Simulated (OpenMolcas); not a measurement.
# One shape, several levels: C2H3BFN (SMILES FB1C=NC1)

We compute a comparison of 6 runs (B3LYP/6-31G*, B3LYP/def2-SVP, BLYP/def2-SVP, M06-2X/def2-SVP, r2SCAN/def2-SVP, MP2/def2-SVP) of C2H3BFN. 

The calculation is run with OpenMolcas 26.06.

1 further run of the same task is left out (set aside as unsound or not needed).

## Step 1: Starting point

C2H3BFN: 8 atoms, total charge 0, spin state singlet. As SMILES, `FB1C=NC1`. The shape is that of a PBE0-D4/def2-TZVP optimisation.

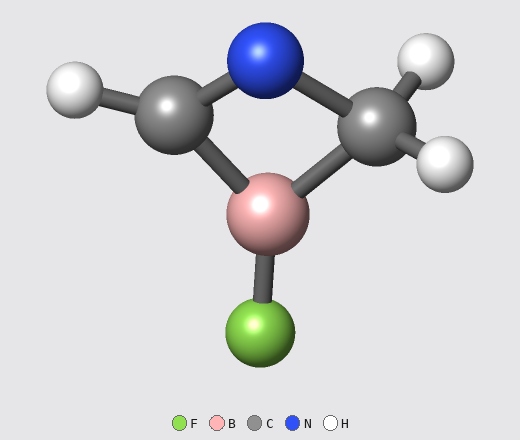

The structure, seen from a chosen angle (fluorine green, boron pink, carbon grey, nitrogen blue, hydrogen white).

## Step 2: Energy and gradient at B3LYP/6-31G(d) (spherical functions) (run 1)

Contents of job.inp:

```
* C2H3BFN Kohn-Sham DFT

&GATEWAY
 BASLIB=$CurrDir
 COORD
 8
 angstrom
 F        0.213200      -1.007300       1.918400
 B       -0.024100      -0.304800       0.836200
 C        0.319000       1.128500       0.345800
 N        0.303900       0.728600      -0.881200
 C       -0.301700      -0.640600      -0.682300
 H        0.656500       2.120900       0.633900
 H        0.257100      -1.432700      -1.186200
 H       -1.331600      -0.649700      -1.040300
 BASIS=6-31Gs
 GROUP=NoSym

&SEWARD
 GRIDINPUT
 Grid=UltraFine
 End of Grid

&SCF
 KSDFT=B3LYP
 THRESHOLDS=1e-10 1e-07 1e-07 1e-05
 PRORBITALS=0

&ALASKA
```

The basis set 6-31G* is read from a file made from the Basis Set Exchange's data (not shown).

Command:

```console
export MOLCAS_MEM=1860
pymolcas job.inp > job.log
```

Log:

```text
--- Start Module: gateway ---
[...]
--- Stop Module: gateway /rc=_RC_ALL_IS_WELL_ ---
[...]
      Basis functions           76
[...]
--- Start Module: scf ---
[...]
       Convergence after  16 Iterations
[...]
::    Total KS-DFT energy                            -257.4507641134
[...]
      Total spin, S                                     0.0000000000
[...]
      Total electronic charge=   36.000000
      Total            charge=   -0.000000
[...]
      Dipole Moment (debye):
      Origin of the operator (angstrom)=    0.1102   -0.0900    0.3895
                   X= -5.6276E-01               Y= -1.5055E-01               Z=  6.1834E-01           Total=  8.4953E-01
      Quadrupole Moment (debye*angstrom):
[...]
 *              Molecular gradients               *
 **************************************************
  Irreducible representation: a
 ------------------------------------------------------------------------------------------
                              X                       Y                       Z
 ------------------------------------------------------------------------------------------
  F1               -1.81056789979239E-03    4.65283525446836E-03   -7.02201705204430E-03
  B2                1.95079067823389E-03   -3.20348806023002E-03   -3.70002524001267E-04
  C3                4.94921618677591E-04   -1.26454102862539E-03   -1.01707903016894E-02
  N4               -3.33226704753242E-03   -4.23177659493312E-03    1.57235215337597E-02
  C5                2.21440017034391E-03    4.29035654382659E-03   -6.03582291708094E-04
  H6               -5.51214017567636E-04   -1.93391424127354E-03   -4.82692873119195E-04
  H7               -9.97832679009880E-04    1.45853684525532E-03    1.54829698673020E-03
  H8                2.03176917667225E-03    2.31991281497007E-04    1.37726652210479E-03
[...]
```

Wall time 38 s (1 thread of AMD EPYC 7R43 (Zen 3), shared host); peak memory 0.43 GiB.

## Step 3: Energy and gradient at B3LYP/def2-SVP (run 2)

Contents of run.inp:

```
&GATEWAY
BASLIB = $CurrDir
COORD
8
bohr
F      0.40288961    -1.90352113     3.62525060
B     -0.04554240    -0.57598852     1.58018899
C      0.60282263     2.13255593     0.65346729
N      0.57428777     1.37685445    -1.66522666
C     -0.57013037    -1.21055856    -1.28936013
H      1.24060520     4.00792014     1.19789739
H      0.48584859    -2.70741062    -2.24159313
H     -2.51635931    -1.22775506    -1.96588209
BASIS = def2-SVP
GROUP = NoSym
&SEWARD
GRIDINPUT
Grid=UltraFine
End of Grid
&SCF
KSDFT = B3LYP
THRESHOLDS = 1e-10 1e-07 1e-07 1e-05
PRORBITALS = 1 1
&ALASKA
```

The basis set def2-SVP is read from a file made from the Basis Set Exchange's data (not shown).

Command:

```console
export MOLCAS_MEM=1860
pymolcas run.inp > run.log
```

Log:

```text
--- Start Module: gateway ---
[...]
--- Stop Module: gateway /rc=_RC_ALL_IS_WELL_ ---
[...]
      Basis functions           85
[...]
--- Start Module: scf ---
[...]
       Convergence after  15 Iterations
[...]
::    Total KS-DFT energy                            -257.2640346176
[...]
      Total spin, S                                     0.0000000000
[...]
      Total electronic charge=   36.000000
      Total            charge=   -0.000000
[...]
      Dipole Moment (debye):
      Origin of the operator (angstrom)=    0.1102   -0.0900    0.3895
                   X= -5.6656E-01               Y= -8.5384E-02               Z=  4.3886E-01           Total=  7.2172E-01
      Quadrupole Moment (debye*angstrom):
[...]
 *              Molecular gradients               *
 **************************************************
  Irreducible representation: a
 ------------------------------------------------------------------------------------------
                              X                       Y                       Z
 ------------------------------------------------------------------------------------------
  F1               -1.01942876891226E-03    2.98598762793212E-03   -4.08239757986451E-03
  B2                1.42154225618141E-03   -4.28158556215696E-04   -2.04911371487865E-03
  C3                9.54592770544771E-04    2.70693886554874E-04   -4.97383006285546E-03
  N4               -1.54071897790908E-03   -1.18686017801117E-03    9.79474242997824E-03
  C5               -1.16745544694075E-03   -8.34657460559107E-04   -1.81266103558064E-03
  H6               -2.14594120975597E-03   -6.62791162627663E-03   -2.46199677339565E-03
  H7               -2.89401117448040E-03    5.17187338586700E-03    3.19675663446040E-03
  H8                6.39142055126385E-03    6.49032920725379E-04    2.38850010219993E-03
[...]
```

Wall time 43 s (1 thread of AMD EPYC 7R43 (Zen 3), shared host); peak memory 0.46 GiB.

Run 3 isn't shown in full; the table further down has it.

## Step 4: Energy and gradient at M06-2X/def2-SVP (run 4)

Contents of job.inp:

```
>>> EXPORT MOLCAS_PRINT=2

&GATEWAY
  BasLib=$CurrDir
  Coord
  8
  angstrom
  F        0.213200      -1.007300       1.918400
  B       -0.024100      -0.304800       0.836200
  C        0.319000       1.128500       0.345800
  N        0.303900       0.728600      -0.881200
  C       -0.301700      -0.640600      -0.682300
  H        0.656500       2.120900       0.633900
  H        0.257100      -1.432700      -1.186200
  H       -1.331600      -0.649700      -1.040300
  Basis=def2-SVP
  Group=NoSym

&SEWARD
  GridInput
  Grid=UltraFine
  End of Grid

&SCF
  KSDFT=M062X
  Thresholds=1e-10 1e-07 1e-07 1e-05
  PrOrbitals=1 1

&ALASKA
```

The basis set def2-SVP is read from a file made from the Basis Set Exchange's data (not shown).

Command:

```console
export MOLCAS_MEM=1860
pymolcas job.inp > job.log
```

Log:

```text
--- Start Module: gateway ---
[...]
--- Stop Module: gateway /rc=_RC_ALL_IS_WELL_ ---
[...]
      Basis functions           85
[...]
--- Start Module: scf ---
[...]
       Convergence after  16 Iterations
[...]
::    Total KS-DFT energy                            -257.1581045752
[...]
      Total spin, S                                     0.0000000000
[...]
      Total electronic charge=   36.000000
      Total            charge=   -0.000000
[...]
      Dipole Moment (debye):
      Origin of the operator (angstrom)=    0.1102   -0.0900    0.3895
                   X= -6.2291E-01               Y= -1.3587E-01               Z=  4.8687E-01           Total=  8.0220E-01
      Quadrupole Moment (debye*angstrom):
[...]
 *              Molecular gradients               *
 **************************************************
  Irreducible representation: a
 ------------------------------------------------------------------------------------------
                              X                       Y                       Z
 ------------------------------------------------------------------------------------------
  F1                5.01798269443299E-05    1.09229117440712E-03   -1.18426985338971E-03
  B2               -5.95356622183907E-04    6.87612426876594E-04   -1.20981177631940E-03
  C3                1.95158698936870E-03    1.85005101069713E-03    2.03981069144277E-03
  N4                2.91054943164504E-05    1.40248752739147E-03   -8.23695430742788E-05
  C5               -1.99351921111912E-03   -3.27974957016952E-03   -1.40545110833878E-03
  H6               -1.89337778482024E-03   -5.11589598852780E-03   -1.73978906179140E-03
  H7               -2.34702902402195E-03    3.44669300750411E-03    2.06793410055317E-03
  H8                4.79841033149686E-03   -8.34895881569042E-05    1.51394655083448E-03
[...]
```

It took 54 s on 1 thread of AMD EPYC 7R43 (Zen 3), shared host; peak memory 0.47 GiB.

Run 5 isn't shown in full; the table further down has it.

## Step 5: The energy at MP2/def2-SVP (run 6)

Contents of calc.inp:

```
* C2H3BFN MP2

&gateway
  baslib
  $CurrDir
  coord
  8
  angstrom
  F        0.213200      -1.007300       1.918400
  B       -0.024100      -0.304800       0.836200
  C        0.319000       1.128500       0.345800
  N        0.303900       0.728600      -0.881200
  C       -0.301700      -0.640600      -0.682300
  H        0.656500       2.120900       0.633900
  H        0.257100      -1.432700      -1.186200
  H       -1.331600      -0.649700      -1.040300
  basis
  def2-SVP
  group
  NoSym

&seward

&scf
  thresholds
  1e-10 1e-07 1e-07 1e-05
  prorbitals
  1 1

&mbpt2
  frozen
  5
```

The basis set def2-SVP is read from a file made from the Basis Set Exchange's data (not shown).

Command:

```console
export MOLCAS_MEM=1860
pymolcas calc.inp > calc.log
```

Log:

```text
--- Start Module: gateway ---
[...]
--- Stop Module: gateway /rc=_RC_ALL_IS_WELL_ ---
[...]
      Basis functions           85
[...]
--- Start Module: scf ---
[...]
       Convergence after  16 Iterations
[...]
::    Total SCF energy                               -255.8503692295
[...]
      Total spin, S                                     0.0000000000
[...]
      Total electronic charge=   36.000000
      Total            charge=   -0.000000
[...]
      Dipole Moment (debye):
      Origin of the operator (angstrom)=    0.1102   -0.0900    0.3895
                   X= -7.8078E-01               Y= -1.3345E-01               Z=  5.8048E-01           Total=  9.8203E-01
      Quadrupole Moment (debye*angstrom):
[...]
--- Stop Module: scf /rc=_RC_ALL_IS_WELL_ ---
[...]
--- Start Module: mbpt2 ---
[...]
WARNING!
Default frozen orbitals as non valence orbitals is overwritten by user input.
Default values:   5
[...]
       Reference weight ( Cref**2 )         =        0.82427
::    Total MBPT2 energy                             -256.5332698034
[...]
      Total MBPT2 calculations                           0.41      0.49
--- Stop Module: mbpt2 /rc=_RC_ALL_IS_WELL_ ---
[...]
```

It took 12 s on 1 thread of AMD EPYC 7R43 (Zen 3), shared host; peak memory 0.47 GiB.

## Step 6: Overview of the runs

```tsv
run	level	task	integration grid	energy (Eh)	dipole moment (D) of the reference	HOMO energy (eV)	LUMO energy (eV)	wall time
1	B3LYP/6-31G* (spherical functions)	gradient	UltraFine	-257.450764	0.85	-7.00	-1.57	38 s
2	B3LYP/def2-SVP	gradient	UltraFine	-257.264035	0.72	-7.19	-1.85	43 s
3	BLYP/def2-SVP	gradient	UltraFine	-257.190270	0.63	-5.80	-2.52	47 s
4	M06-2X/def2-SVP	gradient	UltraFine	-257.158105	0.80	-8.83	-0.54	54 s
5	r2SCAN/def2-SVP	gradient	UltraFine	-257.120296	0.72	-6.29	-2.57	53 s
6	MP2/def2-SVP	energy	–	-256.533270	0.98	-11.12	2.44	12 s
```

## Step 7: Summary of results

| quantity | value |
| --- | --- |
| run 6: total energy | -256.53327 Eh |
| run 6: dipole moment (mean-field density) | 0.98 D |
| run 6: HOMO energy (Hartree–Fock orbitals) | -11.12 eV |
| run 6: LUMO energy (Hartree–Fock orbitals) | 2.44 eV |
| run 6: HOMO–LUMO gap (Hartree–Fock orbitals) | 13.56 eV |
| run 6: correlation energy (5 core orbitals frozen) | -682.9 mEh |

In words: Over runs 1, 2, 3, 4, 5 the dipole moment (its size) runs from 0.63 D (BLYP/def2-SVP) to 0.85 D (B3LYP/6-31G*). The two ends differ in method and basis. Over runs 1, 2, 3, 4, 5 the HOMO–LUMO gap runs from 3.28 eV (BLYP/def2-SVP) to 8.29 eV (M06-2X/def2-SVP). Totals of different functionals can't be ranked against each other. All runs together took 4.1 min, the longest 54 s.
